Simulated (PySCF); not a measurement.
# B3H6NO: the cost of one run

The runs use PySCF 2.14.0, with density-fitted response routines of our own; the level of theory stands in each step. All values are computed, except where a source is named. Atoms count from 0, in the outputs and in this text.

## (1) The starting structure

11 atoms, charge 0, multiplicity 1; geometry from: GFN2-xTB. The atoms were then displaced at random by about 0.01 Å, so the start is not that level's minimum.

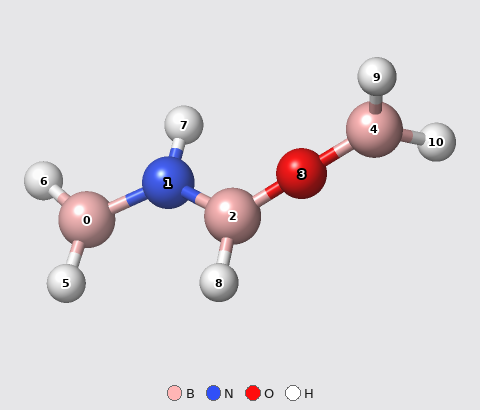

The starting geometry (boron pink, nitrogen blue, oxygen red, hydrogen white), atoms numbered; sticks join atoms by distance.

## (2) Optimising the geometry at PBE0-D3(BJ)/def2-SVP

The job: settings as JSON, then the geometry in Å.

```
{"job": {"xc": "PBE0", "basis": "def2-SVP", "d3": "d3bj", "grid": 1, "shake": 0.01, "kind": "geom"}, "charge": 0, "multiplicity": 1}
B      2.361660     0.072330     0.701380
N      0.960450     0.295900     0.548160
B     -0.052800    -0.611800     0.049220
O     -1.253270    -0.225400    -0.007190
B     -2.520000     0.170780    -0.066740
H      2.790640    -0.930540     0.388630
H      3.016490     0.961810     1.122180
H      0.617210     1.210130     0.817670
H      0.275260    -1.683410    -0.267250
H     -2.919950     0.706300    -1.023770
H     -3.237580     0.008070     0.881730
```

Started as:

```bash
OMP_NUM_THREADS=1 python probes_run.py task.json out
```

One launch serves the whole session: the jobs run in the order shown.

Q: Estimate the wall time and peak memory of this first job on 1 thread of Arm Neoverse V1, shared host.

About 30 s, with a peak of 0.4 GiB.
